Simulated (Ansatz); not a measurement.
**Calibrating HF/def2-SVP on B-containing molecules**

The atomisation energy (no zero-point term) in kJ/mol of 6 B-containing molecules: x at HF/def2-SVP, y at CCSD(T)/CBS estimate. Shapes, held fixed at every level: PBE0-D4/def2-TZVP. Flexible molecules stand in one conformer, not always the lowest. Programs: Ansatz 0.2.0.

| molecule | x (kJ/mol) | y (kJ/mol) |
| --- | --- | --- |
| CH8BN (SMILES [BH3-][NH2+]C) | 2845 | 3767 |
| C2H6BN (SMILES [BH3-][N+]#CC) | 2858 | 3833 |
| C2H9BO (SMILES [BH3-][O+](C)C) | 3508 | 4611 |
| C3H11BO (SMILES C[OH+][BH-](C)C) | 4548 | ? |
| B(CH3)3(OH2) | 4616 | 6019 |
| C4H12B2Cl2 (SMILES C[B-]1(C)[Cl+][B-](C)(C)[Cl+]1) | 5964 | 7631 |

Q: Fit y = c + s·x to the known rows and predict y for C3H11BO.

A: 
1. Means of the 5 rows: x = 3958.20, y = 5172.2.
2. Σ(Δx)² = 7108269, Σ(Δx·Δy) = 8779195, so the slope is 8779195/7108269 = 1.2351.
3. Intercept: 5172.2 − (1.2351) × 3958.20 = 283.4. The largest residual of the fit is 34.
4. C3H11BO: 283.4 + 1.2351 × 4548 = 5901 kJ/mol.

CCSD(T)/CBS estimate gives 5937 kJ/mol, so the prediction is off by -36 kJ/mol, about the largest residual. Uncorrected, HF/def2-SVP misses it by -1389 kJ/mol, and the other rows by 1214 on average. The line removes about 100 % of this miss. Left out in turn, the other rows are missed by 42 kJ/mol on average. The CBS estimate extrapolates MP2 from def2-TZVPP and def2-QZVPP and adds CCSD(T) − MP2 in the triple-zeta set, cores frozen.

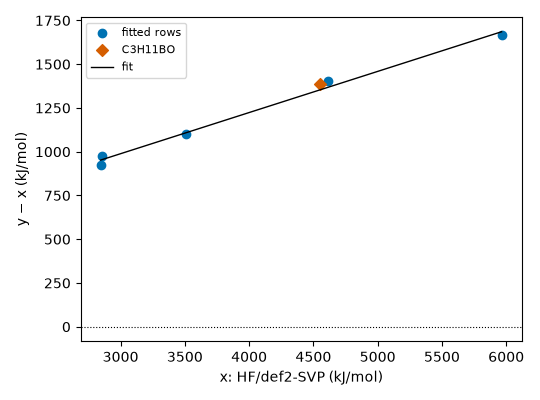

The correction y − x against x, with the fitted line and the withheld molecule.
